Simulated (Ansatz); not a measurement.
# GeNH4Cl (SMILES [NH2][GeH2][Cl]): levels of theory compared

Aim: a comparison of 6 runs (HF/STO-3G, HF/cc-pVDZ, B3LYP/cc-pVDZ, BLYP/cc-pVDZ, CAM-B3LYP/cc-pVDZ, wB97M-V/cc-pVDZ) of GeNH4Cl. 

Program for the calculation: Ansatz 0.2.0.

68 further runs of the same task are left out: 68 set aside as unsound or not needed.

**1. The structure to begin with**

GeNH4Cl: 7 atoms, total charge 0, spin state singlet. As SMILES, `[NH2][GeH2][Cl]`. The Ge2–H7 distance was set to 2.295 Å, away from the relaxed value. At this shape a bond of the SMILES string is far longer than usual.

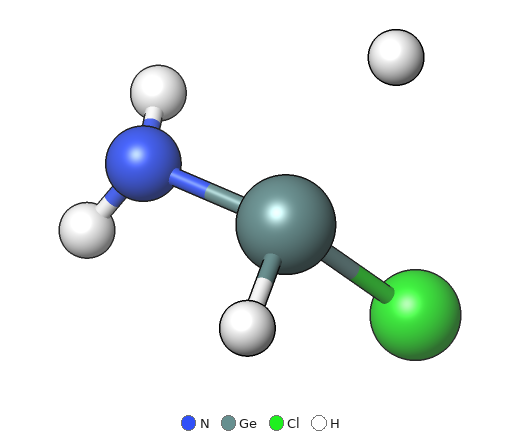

Viewed from a chosen angle; nitrogen blue, germanium teal, chlorine green, hydrogen white.

**2. A single-point energy at HF/STO-3G (run 1)**

The input, job.yaml:

```yaml
crystal:
  periodic: [false, false, false]
  atoms:
    - {symbol: "N", position_ang: [-1.443071, 0.486499, -0.320787]}
    - {symbol: Ge, position_ang: [-0.070271, -0.025701, 0.755113]}
    - {symbol: Cl, position_ang: [-0.255671, -2.083601, 1.436413]}
    - {symbol: H, position_ang: [-2.351071, 0.497799, 0.122313]}
    - {symbol: H, position_ang: [-1.509071, -0.014301, -1.195787]}
    - {symbol: H, position_ang: [-0.090871, 0.835899, 2.019113]}
    - {symbol: H, position_ang: [1.880200, 0.061300, -0.450600]}
basis:
  gaussian:
    orbitals: STO-3G
total_charge: 0
hamiltonian:
  xc: hf
accuracy: high
output:
  orbitals: {seedname: orbitals}
```

Launch:

```
$ ansatz run job.yaml --threads 1 --pin off --max-ram 3480MiB --events-out events.jsonl --progress --plain --runs-dir runs
```

Log:

```text
Warning: RAYON_NUM_THREADS=1 ignored (pool sized by the plan → 1); use --threads N
Functional definition: HF
  name "HF"
  exchange = exact_x
  correlation = 0
607 factors; integrals over basis functions are off by at most 1.8e-8 eV
mean field evaluation 1: about -69723.0794 eV, gradient 1.7e1 eV
mean field evaluation 2: about -69723.1355 eV, gradient 1.7e1 eV
mean field evaluation 4: about -69724.6566 eV, gradient 1.2e0 eV
mean field evaluation 8: about -69724.6652 eV, gradient 2.3e-2 eV
mean field -69724.66520621 eV, -2562.3341852528 hartree, gradient 2.1e-8 eV, S^2 0.000000; 0 other end points of the search recorded, 0 dependent functions left out
reference -69724.66520621 eV, -2562.3341852528 hartree; 30, 30 occupied and 6, 6 virtual orbitals, 607 factors
Total energy: -69724.66520621 eV, -2562.3341852528 hartree
```

Run time: 0.4 s. Hardware: 1 thread of Arm Neoverse V1, shared host.

**3. A single-point energy at HF/cc-pVDZ (run 2)**

The input, in.yaml:

```yaml
crystal:
  periodic: [false, false, false]
  atoms:
    - {symbol: N, position_ang: [-1.443071, 0.486499, -0.320787]}
    - {symbol: Ge, position_ang: [-0.070271, -0.025701, 0.755113]}
    - {symbol: Cl, position_ang: [-0.255671, -2.083601, 1.436413]}
    - {symbol: H, position_ang: [-2.351071, 0.497799, 0.122313]}
    - {symbol: H, position_ang: [-1.509071, -0.014301, -1.195787]}
    - {symbol: H, position_ang: [-0.090871, 0.835899, 2.019113]}
    - {symbol: H, position_ang: [1.880200, 0.061300, -0.450600]}
basis:
  gaussian: {orbitals: cc-pVDZ}
output: {orbitals: {seedname: orbitals}}
accuracy: high
hamiltonian: {xc: hf}
```

Launch:

```
$ ansatz run in.yaml --threads 1 --pin off --max-ram 3480MiB --events-out events.jsonl --progress --plain --runs-dir runs
```

Log:

```text
Warning: RAYON_NUM_THREADS=1 ignored (pool sized by the plan → 1); use --threads N
Functional definition: HF
  name "HF"
  exchange = exact_x
  correlation = 0
1807 factors; integrals over basis functions are off by at most 4.4e-9 eV
mean field evaluation 1: about -70518.5745 eV, gradient 2.9e1 eV
mean field evaluation 2: about -70518.6139 eV, gradient 2.9e1 eV
mean field evaluation 4: about -70520.7334 eV, gradient 2.4e0 eV
mean field evaluation 8: about -70520.7591 eV, gradient 1.9e-4 eV
mean field -70520.75909248 eV, -2591.5900959614 hartree, gradient 2.8e-8 eV, S^2 0.000000; 0 other end points of the search recorded, 0 dependent functions left out
reference -70520.75909248 eV, -2591.5900959614 hartree; 30, 30 occupied and 49, 49 virtual orbitals, 1807 factors
Total energy: -70520.75909248 eV, -2591.5900959614 hartree
```

It took 3.3 s on 1 thread of Arm Neoverse V1, shared host; peak memory 0.23 GiB.

Run 3 isn't shown in full; the table further down has it.

**4. The energy at BLYP/cc-pVDZ (run 4)**

Changes to job.yaml since step 2:

```diff
@@ -3,3 +3,3 @@
   atoms:
-    - {symbol: "N", position_ang: [-1.443071, 0.486499, -0.320787]}
+    - {symbol: N, position_ang: [-1.443071, 0.486499, -0.320787]}
     - {symbol: Ge, position_ang: [-0.070271, -0.025701, 0.755113]}
@@ -11,9 +11,5 @@
 basis:
-  gaussian:
-    orbitals: STO-3G
-total_charge: 0
-hamiltonian:
-  xc: hf
+  gaussian: {orbitals: cc-pVDZ}
+hamiltonian: {xc: {name: BLYP}}
 accuracy: high
-output:
-  orbitals: {seedname: orbitals}
+output: {orbitals: {seedname: orbitals}}
```

Launch:

```
$ ansatz run job.yaml --threads 1 --pin off --max-ram 3480MiB --events-out events.jsonl --progress --plain --runs-dir runs
```

Log:

```text
Warning: RAYON_NUM_THREADS=1 ignored (pool sized by the plan → 1); use --threads N
Functional definition: BLYP
  name "BLYP"
  parameter beta = 0.0042
  parameter a = 0.04918
  parameter b = 0.132
  parameter c = 0.2533
  parameter d = 0.349
  exchange = b88_x(beta = beta)
  correlation = lyp_c(a = a, b = b, c = c, d = d)
1807 factors; integrals over basis functions are off by at most 4.4e-9 eV
mean field evaluation 1: about -70587.0738 eV, gradient 6.4e1 eV
mean field evaluation 2: about -70520.0058 eV, gradient 1.3e2 eV
mean field evaluation 4: about -70593.8130 eV, gradient 1.9e1 eV
mean field evaluation 8: about -70595.5095 eV, gradient 2.3e-1 eV
mean field evaluation 16: about -70595.5095 eV, gradient 1.5e-5 eV
mean field -70595.50951903 eV, -2594.3371234694 hartree, gradient 9.4e-8 eV, S^2 0.000000; 0 other end points of the search recorded, 0 dependent functions left out
reference -70595.50957152 eV, -2594.3371253983 hartree; 30, 30 occupied and 49, 49 virtual orbitals, 1807 factors
Total energy: -70595.50957152 eV, -2594.3371253983 hartree
```

Wall time 6.6 s (1 thread of Arm Neoverse V1, shared host); peak memory 0.2 GiB.

Run 5 isn't shown in full; the table further down has it.

**5. A single-point energy at wB97M-V/cc-pVDZ (run 6)**

The input, run.yaml:

```yaml
basis:
  gaussian:
    orbitals: cc-pVDZ
crystal:
  periodic: [false, false, false]
  atoms:
    - symbol: N
      position_ang: [-1.443071, 0.486499, -0.320787]
    - symbol: Ge
      position_ang: [-0.070271, -0.025701, 0.755113]
    - symbol: Cl
      position_ang: [-0.255671, -2.083601, 1.436413]
    - symbol: H
      position_ang: [-2.351071, 0.497799, 0.122313]
    - symbol: H
      position_ang: [-1.509071, -0.014301, -1.195787]
    - symbol: H
      position_ang: [-0.090871, 0.835899, 2.019113]
    - symbol: H
      position_ang: [1.880200, 0.061300, -0.450600]
hamiltonian:
  xc: {name: wB97M-V}
output: {orbitals: {seedname: orbitals}}
accuracy: high
```

Launch:

```
$ ansatz run run.yaml --threads 1 --pin off --max-ram 3480MiB --events-out events.jsonl --progress --plain --runs-dir runs
```

Log:

```text
Warning: RAYON_NUM_THREADS=1 ignored (pool sized by the plan → 1); use --threads N
Functional definition: wB97M-V
  name "wB97M-V"
  parameter omega = 0.3/bohr
  parameter cx = 0.15
  parameter cx01 = 1.007
  parameter cx10 = 0.259
  parameter css00 = 0.443
  parameter css04 = -1.437
  parameter css10 = -4.535
  parameter css20 = -3.390
  parameter css43 = 4.278
  parameter cos00 = 1.000
  parameter cos10 = 1.358
  parameter cos20 = 2.924
  parameter cos21 = -8.812
  parameter cos60 = -1.390
  parameter cos61 = 9.142
  parameter b = 6.0
  parameter c = 0.01
  gx(w, u) = 1 - cx + cx01*u + cx10*w
  gss(w, u) = css00 + css04*u^4 + css10*w + css20*w^2 + css43*w^4*u^3
  gos(w, u) = cos00 + cos10*w + (cos20 + cos21*u)*w^2 + (cos60 + cos61*u)*w^6
  exchange = spin_sum(e_x_unif_sr(omega)*gx(b97_w, b97_u_x)) + cx*exact_x_sr(omega) + exact_x_lr(omega)
  correlation = spin_sum(e_c_pw_mod_same_spin*gss(b97_w, b97_u_same))
      + integral(e_c_pw_mod_opposite_spin*gos(b97_w_opposite, b97_u_opposite)) + vv10(b, c)
1807 factors; integrals over basis functions are off by at most 4.4e-9 eV
334 factors; integrals over basis functions are off by at most 2.6e-9 eV
mean field evaluation 1: about -70586.4108 eV, gradient 4.1e1 eV
mean field evaluation 2: about -70586.3992 eV, gradient 4.2e1 eV
mean field evaluation 4: about -70590.0144 eV, gradient 1.2e0 eV
mean field evaluation 8: about -70590.0889 eV, gradient 2.6e-2 eV
mean field evaluation 16: about -70590.0889 eV, gradient 2.4e-5 eV
mean field -70590.08889287 eV, -2594.1379191321 hartree, gradient 3.3e-8 eV, S^2 0.000000; 0 other end points of the search recorded, 0 dependent functions left out
reference -70590.08889704 eV, -2594.1379192854 hartree; 30, 30 occupied and 49, 49 virtual orbitals, 1807 factors
Total energy: -70590.08889704 eV, -2594.1379192854 hartree
```

Run time: 65 s. Hardware: 1 thread of Arm Neoverse V1, shared host; peak memory 0.52 GiB.

**6. Overview of the runs**

| run | level | energy (Eh) | HOMO energy (eV) | LUMO energy (eV) | HOMO–LUMO gap (eV) | wall time |
| --- | --- | --- | --- | --- | --- | --- |
| 1 | HF/STO-3G | -2562.334185 | -8.27 | 4.94 | 13.22 | 0.4 s |
| 2 | HF/cc-pVDZ | -2591.590096 | -10.37 | 1.44 | 11.81 | 3.3 s |
| 3 | B3LYP/cc-pVDZ | -2594.374154 | -7.57 | -2.23 | 5.34 | 8.7 s |
| 4 | BLYP/cc-pVDZ | -2594.337125 | -6.29 | -2.71 | 3.58 | 6.6 s |
| 5 | CAM-B3LYP/cc-pVDZ | -2594.412762 | -9.05 | -0.92 | 8.13 | 9.3 s |
| 6 | wB97M-V/cc-pVDZ | -2594.137919 | -9.79 | -0.04 | 9.75 | 65 s |

**7. Results**

| quantity | value |
| --- | --- |
| run 6: total energy | -2594.13792 Eh |
| run 6: HOMO energy | -9.79 eV |
| run 6: LUMO energy | -0.04 eV |
| run 6: HOMO–LUMO gap | 9.75 eV |

What this shows: The HOMO–LUMO gap runs from 3.58 eV (BLYP/cc-pVDZ) to 13.22 eV (HF/STO-3G). The two ends differ in method and basis. Totals of different functionals can't be ranked against each other. In run 1 the basis is minimal, so the values are rough. All runs together took 93 s, the longest 65 s.
